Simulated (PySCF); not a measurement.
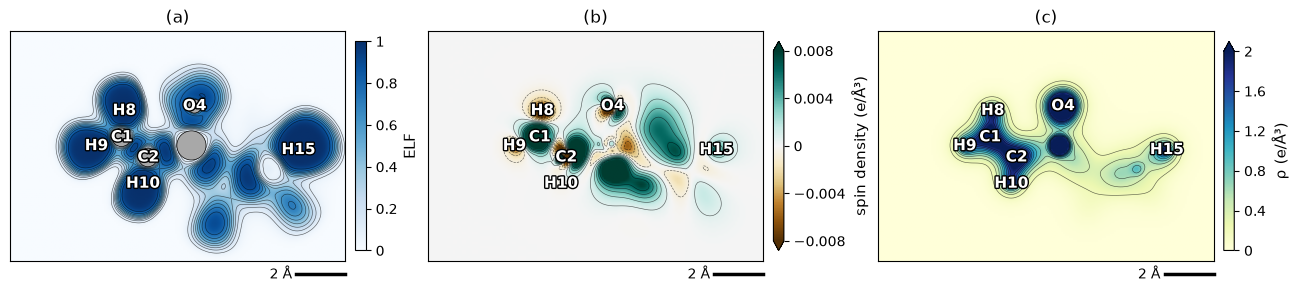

C2H10OSi4 (charge −1, doublet). (a) ELF; (b) spin density; (c) total electron density on the plane of atoms C2, C1 and H8. Grey discs cover the atomic cores in the ELF map.

Geometry: GFN2-xTB.

Theory: UKS B3LYP, pcH-1 on C H O Si, non-relativistic, mean-field spin-orbit, GIAO (PySCF).

```xyz
17

C     3.2427    0.5765   -0.7930
C     2.1683   -0.2336   -0.6276
Si    0.4854    0.2710    0.0294
O     0.3014    1.8784   -0.4558
Si   -1.0410    0.4984    2.0513
Si   -2.6251   -0.6546    0.8150
Si   -1.1843   -1.0255   -0.9557
H     3.1460    1.6533   -0.7612
H     4.2433    0.2089   -0.9837
H     2.3774   -1.3033   -0.6368
H     0.8683    2.1434   -1.1745
H    -0.4938   -0.4324    3.0938
H    -1.7296    1.4283    3.0165
H    -3.2835   -1.8741    1.3473
H    -3.8381    0.1330    0.4763
H    -0.8401   -2.4638   -1.1045
H    -1.8042   -0.7919   -2.2877
```

### What do the fields say about this system?

The section cuts through C, O and H sites. C–C (1.36 Å): the density is about 2.2 e/Å³ at the midpoint; the ELF peaks at about 0.95 between the atoms; a covalent bond. C–H (1.08 Å): the density is about 2 e/Å³ at the midpoint; the ELF climbs to about 1 towards the hydrogen, as it does in any bond to H: an ordinary covalent bond to hydrogen. The ELF also peaks beside O4, away from the bonds: non-bonding electrons, paired or unpaired. The unpaired spin (1 electron) lies mostly on Si3 (about 0.3), Si5 (about 0.2), C1 (about 0.2) and Si7 (about 0.1), in electrons by Hirshfeld's partition.
